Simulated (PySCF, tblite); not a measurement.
# C₁₈H₁₈OSSi: electronic excitations, NMR shifts

Aim: compute the electronic excitations, NMR shifts of C₁₈H₁₈OSSi (`C[Si](C)(C)c1ccc(/C=C2\Sc3ccccc3C2=O)cc1`).

Computed with tblite 0.8.0 and PySCF 2.14.0 and routines of our own; the level stands in each step. Atoms count from 0.

## (1) The starting structure

39 atoms, charge 0, multiplicity 1; geometry from: force field, distance geometry or constructed start.

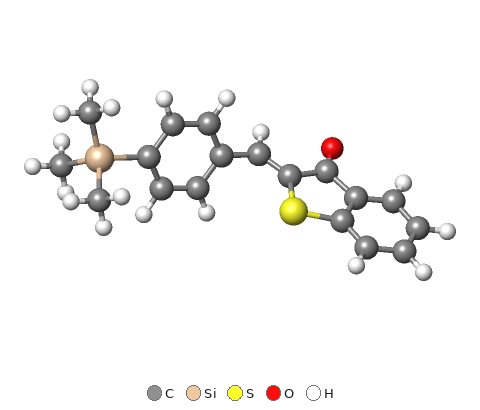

The starting geometry (carbon grey, silicon light orange, sulfur yellow, oxygen red, hydrogen white).

## (2) Geometry optimisation with GFN2-xTB

The job: settings as JSON, then the geometry in Å.

```
{"job": {"kind": "relax", "xc": "GFN2-xTB", "basis": "xTB"}, "charge": 0, "multiplicity": 1}
C     -5.254300     1.393900     1.047800
Si    -4.406600    -0.196900     0.550900
C     -4.348100    -1.360500     2.036900
C     -5.356900    -1.004200    -0.851100
C     -2.615800     0.129700    -0.021400
C     -2.086300     1.429300    -0.061200
C     -0.769600     1.652700    -0.489900
C      0.041200     0.584000    -0.880000
C      1.407400     0.840400    -1.342000
C      2.529100     0.443700    -0.734100
S      2.677200    -0.461400     0.738800
C      4.445400    -0.421100     0.651800
C      5.325600    -0.984400     1.567200
C      6.707000    -0.859100     1.336600
C      7.185200    -0.166300     0.215300
C      6.297300     0.397500    -0.692200
C      4.938300     0.262000    -0.458400
C      3.866100     0.788300    -1.311200
O      4.065700     1.425100    -2.331500
C     -0.484600    -0.712600    -0.858100
C     -1.801900    -0.935000    -0.431900
H     -6.282700     1.195400     1.382000
H     -5.305200     2.093500     0.211000
H     -4.731300     1.883400     1.867600
H     -3.780600    -0.911100     2.856700
H     -5.371800    -1.563800     2.399300
H     -3.886600    -2.308800     1.767600
H     -5.376500    -0.357200    -1.722900
H     -4.895300    -1.958700    -1.132900
H     -6.387600    -1.206400    -0.539100
H     -2.671100     2.291500     0.244100
H     -0.384800     2.668800    -0.502600
H      1.466100     1.433800    -2.256000
H      4.965200    -1.519600     2.438800
H      7.409200    -1.295300     2.041300
H      8.260500    -0.079100     0.052900
H      6.657700     0.932000    -1.577000
H      0.118800    -1.556900    -1.180500
H     -2.170400    -1.966000    -0.427300
```

Launch:

```sh
$ OMP_NUM_THREADS=1 python large_run.py task.json out
```

The driver reads the jobs from task.json and runs them one after another.

The program printed:

```text
step      E/eV     max force
  0   -1543.02832    1.116
  1   -1543.12295    0.712
  2   -1543.15762    0.580
  3   -1543.17399    0.401
  4   -1543.18438    0.204
  5   -1543.19170    0.149
  6   -1543.19751    0.167
  7   -1543.20155    0.152
  8   -1543.20434    0.089
  9   -1543.20644    0.076
 10   -1543.20801    0.092
 11   -1543.20915    0.089
 12   -1543.21018    0.062
 13   -1543.21124    0.064
 14   -1543.21226    0.082
 15   -1543.21329    0.091
 16   -1543.21450    0.088
 17   -1543.21614    0.093
 18   -1543.21815    0.107
 19   -1543.22019    0.160
 20   -1543.22216    0.158
 21   -1543.22431    0.104
 22   -1543.22671    0.097
 23   -1543.22917    0.094
 24   -1543.23136    0.130
 25   -1543.23329    0.111
 26   -1543.23531    0.079
 27   -1543.23772    0.083
 28   -1543.24031    0.116
 29   -1543.24271    0.121
 30   -1543.24477    0.085
 31   -1543.24664    0.077
 32   -1543.24833    0.072
 33   -1543.24999    0.094
 34   -1543.25191    0.092
 35   -1543.25446    0.125
 36   -1543.25747    0.117
 37   -1543.26036    0.145
 38   -1543.26248    0.089
 39   -1543.26414    0.086
 40   -1543.26597    0.101
 41   -1543.26810    0.097
 42   -1543.26975    0.068
 43   -1543.27097    0.056
 44   -1543.27207    0.074
 45   -1543.27328    0.088
 46   -1543.27453    0.073
 47   -1543.27571    0.063
 48   -1543.27703    0.081
 49   -1543.27880    0.101
 50   -1543.28118    0.117
 51   -1543.28385    0.114
 52   -1543.28648    0.106
 53   -1543.28898    0.104
 54   -1543.29196    0.134
 55   -1543.29506    0.119
 56   -1543.29748    0.080
 57   -1543.29902    0.066
 58   -1543.30044    0.087
 59   -1543.30198    0.091
 60   -1543.30383    0.077
 61   -1543.30567    0.091
 62   -1543.30748    0.096
 63   -1543.30908    0.109
 64   -1543.31053    0.079
 65   -1543.31151    0.064
 66   -1543.31235    0.067
 67   -1543.31323    0.076
 68   -1543.31427    0.076
 69   -1543.31530    0.069
 70   -1543.31632    0.074
 71   -1543.31739    0.077
 72   -1543.31859    0.089
 73   -1543.31974    0.069
 74   -1543.32070    0.069
 75   -1543.32148    0.059
 76   -1543.32220    0.057
 77   -1543.32286    0.053
 78   -1543.32349    0.049
 79   -1543.32417    0.056
 80   -1543.32504    0.063
 81   -1543.32598    0.048
 82   -1543.32670    0.053
 83   -1543.32730    0.055
 84   -1543.32804    0.066
 85   -1543.32893    0.065
 86   -1543.32975    0.045
 87   -1543.33034    0.042
 88   -1543.33081    0.041
 89   -1543.33135    0.052
 90   -1543.33193    0.057
 91   -1543.33248    0.042
 92   -1543.33295    0.046
 93   -1543.33347    0.060
 94   -1543.33413    0.060
 95   -1543.33489    0.062
 96   -1543.33565    0.062
 97   -1543.33648    0.070
 98   -1543.33741    0.085
 99   -1543.33841    0.068
100   -1543.33921    0.057
101   -1543.33982    0.045
102   -1543.34035    0.052
103   -1543.34094    0.051
104   -1543.34163    0.044
105   -1543.34222    0.040
106   -1543.34278    0.046
107   -1543.34343    0.050
108   -1543.34408    0.051
109   -1543.34470    0.053
110   -1543.34532    0.039
111   -1543.34597    0.039
112   -1543.34663    0.056
113   -1543.34724    0.057
114   -1543.34775    0.037
115   -1543.34820    0.038
116   -1543.34863    0.038
117   -1543.34910    0.046
118   -1543.34961    0.049
119   -1543.35016    0.042
120   -1543.35069    0.040
121   -1543.35117    0.045
122   -1543.35161    0.053
123   -1543.35205    0.047
124   -1543.35248    0.041
125   -1543.35282    0.035
126   -1543.35311    0.036
127   -1543.35342    0.039
128   -1543.35384    0.044
129   -1543.35439    0.037
130   -1543.35484    0.043
131   -1543.35526    0.040
132   -1543.35566    0.042
133   -1543.35608    0.043
134   -1543.35646    0.039
135   -1543.35682    0.042
136   -1543.35711    0.034
137   -1543.35734    0.026
138   -1543.35748    0.022
139   -1543.35758    0.015
```

Wall time 7 s (1 thread of Arm Neoverse N1, shared host); peak memory 0.19 GiB.

Relaxation path:

```
step  energy from step 0 (eV)  largest force (eV/Å)
   0                   0.0000                1.1161
   1                  -0.0946                0.7127
   2                  -0.1293                0.5797
   3                  -0.1457                0.4009
   4                  -0.1561                0.2044
   5                  -0.1634                0.1494
   6                  -0.1692                0.1673
   7                  -0.1732                0.1520
   8                  -0.1760                0.0887
  19                  -0.1919                0.1591
  31                  -0.2183                0.0768
  42                  -0.2414                0.0680
  54                  -0.2636                0.1345
  65                  -0.2832                0.0642
  77                  -0.2945                0.0521
  88                  -0.3025                0.0415
 100                  -0.3109                0.0570
 111                  -0.3177                0.0387
 123                  -0.3237                0.0474
 135                  -0.3285                0.0414
 136                  -0.3288                0.0336
 137                  -0.3290                0.0256
 138                  -0.3292                0.0224
 139                  -0.3293                0.0149
```

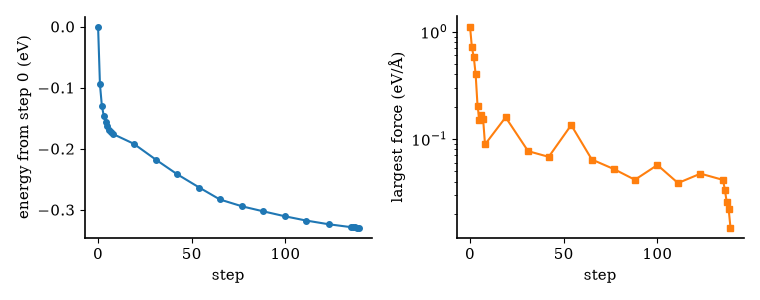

Energy and largest force along the relaxation.

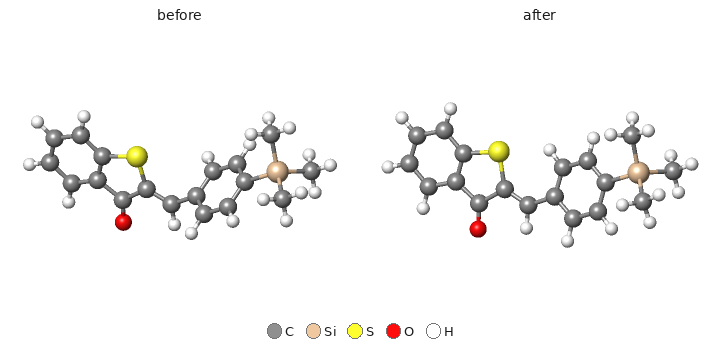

The geometry before (left) and after (right).

Close pairs (by a distance rule), those that changed most:

```
   bond  before (Å)  after (Å)  change (Å)
 C0–Si1       1.870      1.907      +0.037
 Si1–C3       1.876      1.909      +0.033
  C7–C8       1.465      1.439      -0.025
  C5–C6       1.403      1.378      -0.025
C19–C20       1.402      1.378      -0.024
C12–C13       1.406      1.384      -0.022
 C9–S10       1.735      1.756      +0.021
 C2–H25       1.105      1.085      -0.019
```

The end geometry stands in the next job.

## (3) Vibrational analysis with GFN2-xTB

The job: settings as JSON, then the geometry in Å.

```
{"job": {"kind": "ir", "xc": "GFN2-xTB", "basis": "xTB"}, "charge": 0, "multiplicity": 1}
C     -5.251832     1.455857     0.955850
Si    -4.438649    -0.208817     0.503043
C     -4.403122    -1.333850     2.042268
C     -5.423501    -1.061497    -0.892696
C     -2.648216     0.120656    -0.047932
C     -2.292786     1.284815    -0.728011
C     -0.983806     1.548664    -1.068239
C      0.042192     0.657253    -0.725907
C      1.401264     1.017776    -1.034039
C      2.565305     0.477845    -0.615860
S      2.794835    -0.890252     0.460823
C      4.537602    -0.701461     0.430858
C      5.445311    -1.491058     1.113903
C      6.793380    -1.207688     0.978191
C      7.228567    -0.157795     0.176797
C      6.317638     0.626670    -0.504616
C      4.960840     0.354432    -0.378022
C      3.862606     1.076727    -1.022821
O      3.958266     2.027821    -1.773105
C     -0.315440    -0.529163    -0.078011
C     -1.630420    -0.784431     0.245581
H     -6.213595     1.298846     1.434345
H     -5.423014     2.070493     0.077492
H     -4.632414     2.026179     1.641856
H     -3.726457    -0.948366     2.798748
H     -5.387939    -1.409713     2.492126
H     -4.083317    -2.341165     1.795007
H     -5.515226    -0.422789    -1.766032
H     -4.945388    -1.983571    -1.209807
H     -6.427459    -1.309397    -0.560463
H     -3.059866     1.999220    -0.987633
H     -0.734702     2.463221    -1.587879
H      1.524829     1.886826    -1.673651
H      5.103358    -2.303310     1.736069
H      7.515723    -1.812256     1.506087
H      8.284866     0.044760     0.089493
H      6.629685     1.446422    -1.133288
H      0.439514    -1.259729     0.165140
H     -1.873786    -1.707724     0.749304
```

The program printed:

```text
mode    cm-1     km/mol
  1     -11.8      0.05
  2      12.8      0.32
  3      29.3      0.02
  4      47.2      1.17
  5      64.0      0.62
  6      92.2      0.62
  7      98.9      0.36
  8     114.5      0.12
  9     121.4      0.19
 10     124.1      0.71
 11     125.4      1.44
 12     143.5      1.73
 13     162.0      1.10
 14     163.6      0.54
 15     192.7      8.21
 16     199.4      1.31
 17     206.4      9.22
 18     234.0      9.15
 19     262.2      5.58
 20     294.5      2.76
 21     303.9      1.29
 22     355.0      0.27
 23     378.1      2.32
 24     385.4     17.29
 25     414.4      8.29
 26     423.6      8.63
 27     458.9      0.07
 28     471.2      4.64
 29     505.2      9.26
 30     521.9      9.37
 31     586.8     11.18
 32     598.3      2.48
 33     633.5      2.82
 34     641.4     13.90
 35     671.3      8.25
 36     677.4     10.99
 37     687.0      1.79
 38     712.0     21.12
 39     712.7     24.72
 40     737.2     19.33
 41     740.8     12.59
 42     777.1      0.48
 43     777.5     18.29
 44     789.8      5.37
 45     793.9      1.36
 46     795.7      0.40
 47     823.4     14.38
 48     852.5    200.33
 49     853.0    166.80
 50     853.5      6.96
 51     865.1    410.89
 52     872.5      6.45
 53     877.7      0.06
 54     902.8     26.97
 55     913.8      0.35
 56     915.0      0.60
 57     925.5      0.11
 58     925.8      0.18
 59    1008.4     11.63
 60    1033.2     12.24
 61    1070.1     14.91
 62    1079.2    305.29
 63    1142.7      4.46
 64    1150.7     57.02
 65    1154.7      3.73
 66    1177.8     15.36
 67    1201.8      4.12
 68    1213.0     11.60
 69    1239.1      0.46
 70    1252.0     80.00
 71    1281.8      1.02
 72    1295.2      4.73
 73    1328.0      0.72
 74    1336.0     29.06
 75    1370.2     13.86
 76    1372.8     14.31
 77    1376.7      9.73
 78    1393.4     12.01
 79    1419.4     39.15
 80    1439.1     37.12
 81    1473.7     14.99
 82    1482.1      0.39
 83    1483.2      0.41
 84    1486.0      0.23
 85    1490.2      0.71
 86    1491.1      0.65
 87    1495.0      1.37
 88    1541.7     17.54
 89    1560.2    237.52
 90    1575.8     16.23
 91    1579.2     94.25
 92    1601.6     82.24
 93    1702.1    366.89
 94    3024.6      3.18
 95    3038.4     11.86
 96    3039.6     22.48
 97    3040.3      4.98
 98    3041.7      1.09
 99    3042.5     48.87
100    3043.4      6.46
101    3046.6     65.83
102    3047.8     57.71
103    3050.1     68.63
104    3069.3     12.82
105    3084.3     68.31
106    3085.3      8.55
107    3085.6     17.29
108    3094.8     20.50
109    3101.8     25.17
110    3105.5     42.89
111    3108.4     35.97
```

Wall time 10 s (1 thread of Arm Neoverse N1, shared host); peak memory 0.19 GiB.

The strongest bands and the atoms that carry them (share of the mass-weighted mode):

| cm⁻¹ | km/mol | atoms |
| --- | --- | --- |
| 852 | 200.3 | Si1 21 %, H24 15 %, H26 13 %, H23 13 % |
| 853 | 166.8 | Si1 22 %, H27 18 %, H28 13 %, H22 12 % |
| 865 | 410.9 | Si1 13 %, H21 12 %, H29 12 %, H25 12 % |
| 1079 | 305.3 | C17 28 %, C9 22 %, C11 11 % |
| 1560 | 237.5 | C8 27 %, C9 18 % |
| 1579 | 94.2 | C12 24 %, C15 24 %, C11 16 %, C14 16 % |
| 1602 | 82.2 | C8 21 %, C9 18 %, C5 14 %, C6 12 % |
| 1702 | 366.9 | C17 61 %, O18 35 % |

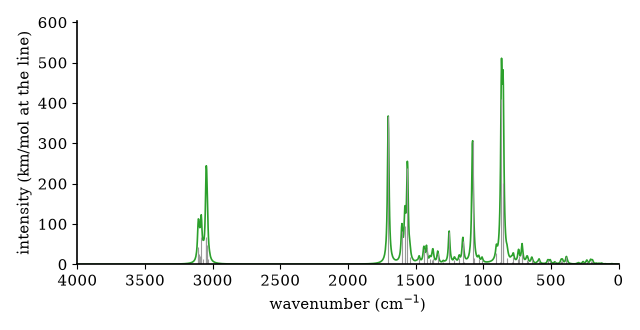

The infrared spectrum from these modes, unscaled. Lines are broadened to a width of 14 cm⁻¹ (Lorentzian).

## (4) Electronic excitations: TDDFT PBE0/6-31G*

The job, as its differences from that of step 3:

```diff
@@ -1,2 +1,2 @@
-{"job": {"kind": "ir", "xc": "GFN2-xTB", "basis": "xTB"}, "charge": 0, "multiplicity": 1}
+{"job": {"kind": "uv", "basis": "6-31G*", "grid": 1, "kgrid": 0, "vcut": 1.5, "nstates": 8, "ntriplets": 3, "tda": false, "delta": ["ip_vertical", "ea_vertical", "triplet_vertical"], "pop": true, "xc": "PBE0"}, "charge": 0, "multiplicity": 1}
 C     -5.251832     1.455857     0.955850
```

Level: TDDFT PBE0/6-31G*, vertical, gas phase, core orbitals frozen in the response, virtual orbitals cut by energy.

The program printed:

```text
start: PBE on a coarse grid of 33341 points
cycle   1  E = -1458.2235392441  dE =  3.102e+00  |g| = 1.246e+00  |ddm| = 6.806e+00
cycle   2  E = -1455.4010985077  dE =  2.822e+00  |g| = 3.331e+00  |ddm| = 6.811e+00
cycle   3  E = -1458.1805595207  dE = -2.779e+00  |g| = 1.192e+00  |ddm| = 6.521e+00
cycle   4  E = -1458.5819948247  dE = -4.014e-01  |g| = 2.858e-01  |ddm| = 1.801e+00
cycle   5  E = -1458.5488345444  dE =  3.316e-02  |g| = 4.293e-01  |ddm| = 9.236e-01
cycle   6  E = -1458.6057825462  dE = -5.695e-02  |g| = 8.194e-02  |ddm| = 6.111e-01
cycle   7  E = -1458.6073407704  dE = -1.558e-03  |g| = 3.019e-02  |ddm| = 1.051e-01
cycle   8  E = -1458.6075494066  dE = -2.086e-04  |g| = 1.476e-02  |ddm| = 4.903e-02
cycle   9  E = -1458.6076091901  dE = -5.978e-05  |g| = 3.879e-03  |ddm| = 2.260e-02
final grid: 143456 points
cycle  10  E = -1458.4920796361  dE = -9.433e-03  |g| = 7.279e-02  |ddm| = 8.454e-01
cycle  11  E = -1458.4895507230  dE =  2.529e-03  |g| = 1.340e-01  |ddm| = 2.179e-01
cycle  12  E = -1458.4933098244  dE = -3.759e-03  |g| = 2.097e-02  |ddm| = 1.583e-01
cycle  13  E = -1458.4934031736  dE = -9.335e-05  |g| = 3.788e-03  |ddm| = 2.799e-02
cycle  14  E = -1458.4934098827  dE = -6.709e-06  |g| = 1.887e-03  |ddm| = 8.025e-03
cycle  15  E = -1458.4934077575  dE =  2.125e-06  |g| = 8.026e-04  |ddm| = 3.379e-03
cycle  16  E = -1458.4934110444  dE = -3.287e-06  |g| = 1.879e-04  |ddm| = 1.124e-03
cycle  17  E = -1458.4934105113  dE =  5.331e-07  |g| = 5.745e-05  |ddm| = 3.299e-04
converged SCF energy = -1458.4934105113
Vertical ionisation energy (delta-SCF) = 7.2949 eV   <S^2> = 0.767
Vertical electron affinity (delta-SCF) = 0.9442 eV   <S^2> = 0.767
Vertical lowest triplet (delta-SCF) = 2.1190 eV   <S^2> = 2.030

Static polarisability (au): isotropic 259.015, principal 110.408 221.136 445.500

Singlet excitations
state   eV       nm        f      main configurations
  1   3.0839    402.0   0.30939   H->L 0.94
  2   3.3274    372.6   0.00049   H-2->L 0.94
  3   3.9917    310.6   0.45436   H-1->L 0.90
  4   4.2912    288.9   0.02626   H-3->L 0.91
  5   4.5578    272.0   0.05880   H-4->L 0.47, H->L+1 0.39
  6   4.7150    263.0   0.27446   H->L+1 0.55, H-4->L 0.42
  7   5.0916    243.5   0.01769   H->L+2 0.70, H->L+3 0.13
  8   5.1504    240.7   0.06012   H->L+3 0.59, H->L+2 0.14, H->L+4 0.12

Triplet excitations (Tamm-Dancoff, eV): 2.0789 2.9267 3.2488
```

It took 5.1 min on 1 thread of Arm Neoverse N1, shared host; peak memory 0.7 GiB.

Frontier orbitals and where they lie:

```csv
orbital,eV,atoms
HOMO−4,-7.56,"C12 25 %, C15 24 %, C16 20 %"
HOMO−3,-7.35,"C6 26 %, C20 25 %, C19 23 %"
HOMO−2,-7.21,"O18 65 %, C9 10 %, C16 9 %"
HOMO−1,-7.02,"C7 12 %, C14 12 %, C4 12 %"
HOMO,-5.95,"S10 33 %, C8 12 %, C9 9 %"
LUMO,-2.26,"C8 18 %, O18 15 %, C17 15 %"
LUMO+1,-0.53,"C15 13 %, C13 12 %, C12 12 %"
LUMO+2,-0.16,"C11 23 %, C14 22 %, C12 13 %"
LUMO+3,0.03,"C5 21 %, C20 20 %, C6 20 %"
```

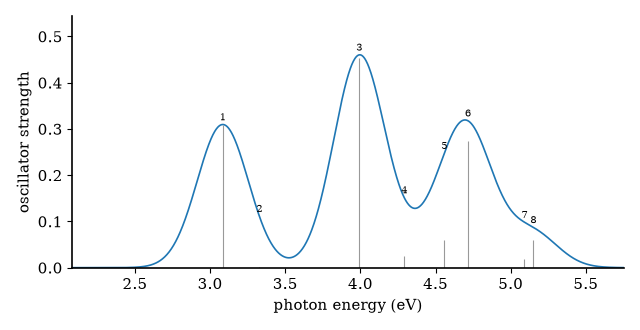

Absorption spectrum from the 8 singlet states computed; above the last one it falls off for lack of states. Lines are broadened to a width of 0.40 eV (Gaussian).

Further results of this job:

| property | computed |
| --- | --- |
| dipole moment (D) | 2.65 |
| polarisability (Å³) | 38.38 |
| HOMO–LUMO gap (eV) | 3.69 |
| −ε(HOMO) (eV) | 5.95 |

[end of part 1 of 2]
